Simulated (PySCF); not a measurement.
C₃H₁₀OS₂Si₂ (SMILES [SiH3]C[SiH2]OC(=S)CS)

```yaml
atoms:
  - { symbol: Si, position_ang: [-3.5625, -0.4737, -0.4239] }
  - { symbol: C, position_ang: [-1.7804, -0.0681, 0.0981] }
  - { symbol: Si, position_ang: [-0.5494, -0.0335, -1.3344] }
  - { symbol: O, position_ang: [0.9060, 0.6075, -0.8125] }
  - { symbol: C, position_ang: [1.7895, 0.0729, -0.0192] }
  - { symbol: S, position_ang: [1.6296, -1.4105, 0.6416] }
  - { symbol: C, position_ang: [3.0111, 0.8973, 0.2259] }
  - { symbol: S, position_ang: [4.2629, 0.5095, -1.0593] }
  - { symbol: H, position_ang: [-3.6156, -1.8136, -1.0054] }
  - { symbol: H, position_ang: [-4.0011, 0.5066, -1.4187] }
  - { symbol: H, position_ang: [-4.4280, -0.4064, 0.7569] }
  - { symbol: H, position_ang: [-1.7720, 0.9009, 0.6005] }
  - { symbol: H, position_ang: [-1.4574, -0.7968, 0.8430] }
  - { symbol: H, position_ang: [-0.3003, -1.3561, -1.8966] }
  - { symbol: H, position_ang: [-0.7991, 0.9920, -2.3374] }
  - { symbol: H, position_ang: [3.4491, 0.6866, 1.2001] }
  - { symbol: H, position_ang: [2.7979, 1.9596, 0.1105] }
  - { symbol: H, position_ang: [4.4111, -0.7678, -0.7107] }
```

Geometry: GFN2-xTB.

These are results of PySCF 2.14.0, PBE0/pcSseg-1, SCF density, gas phase, non-relativistic, not measurements.

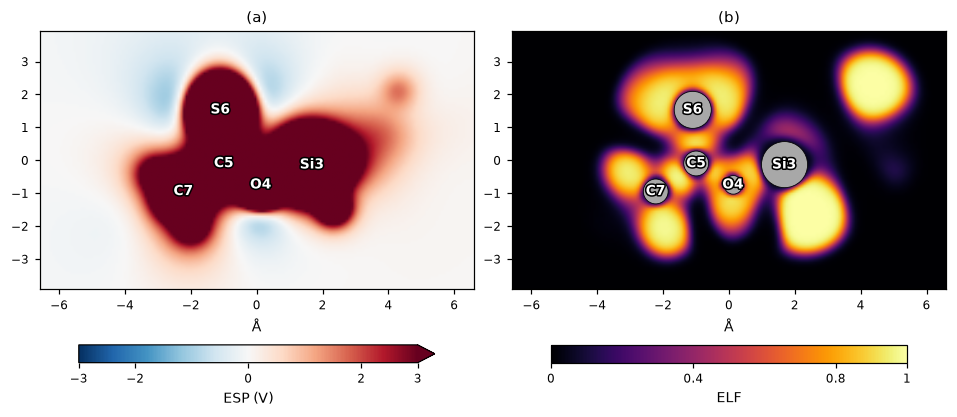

Figure 1. (a) electrostatic potential; (b) electron localisation function on the plane of atoms S6, C5 and C7. Grey discs cover the atomic cores in the ELF map.

Read the bonding off the picture.

Answer.
- Atoms in the plane: Si, O, C and S.
- C–O (1.30 Å): the ELF peaks at about 0.90 between the atoms: a polar covalent bond.
- C–C (1.49 Å): the ELF peaks at about 0.95 between the atoms: localised, covalent bonding.
- C–S (1.63 Å): the ELF peaks at about 0.90 between the atoms, as expected for localised, covalent bonding.
- Si–O (1.67 Å): the ELF peaks at about 0.90 between the atoms: a polar covalent bond.
- The ELF also peaks beside O4 and S6, away from the bonds: lone-pair regions.
- Outside the dense part of the molecule the potential is most negative (−1.0 V) near S6.

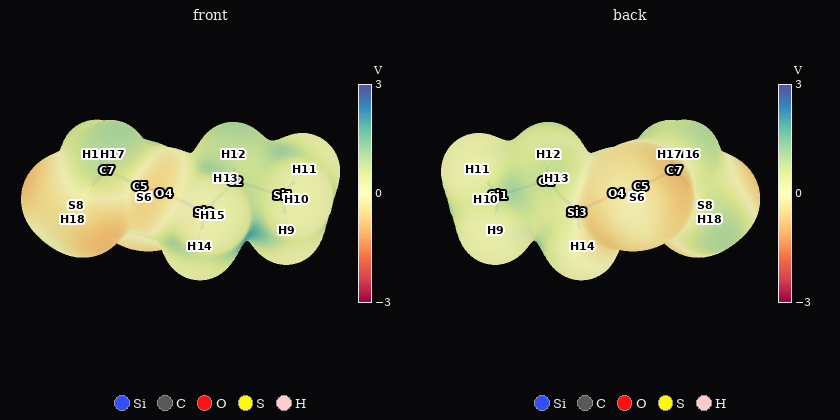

Figure 2. The electrostatic potential painted on the density surface at 0.002 e/bohr³, seen from the front and from behind; red is negative and blue positive.

Which sites attract a positive test charge, and which a negative one?

Answer. A positive charge is drawn to the negative regions and a negative charge to the positive ones. The most negative region (about −0.9 V) lies over S6 and S8, the most positive (about +1.9 V) over Si1 and Si3.

How polar is the molecule by this calculation?

Answer. Its dipole moment is 1.76 D.
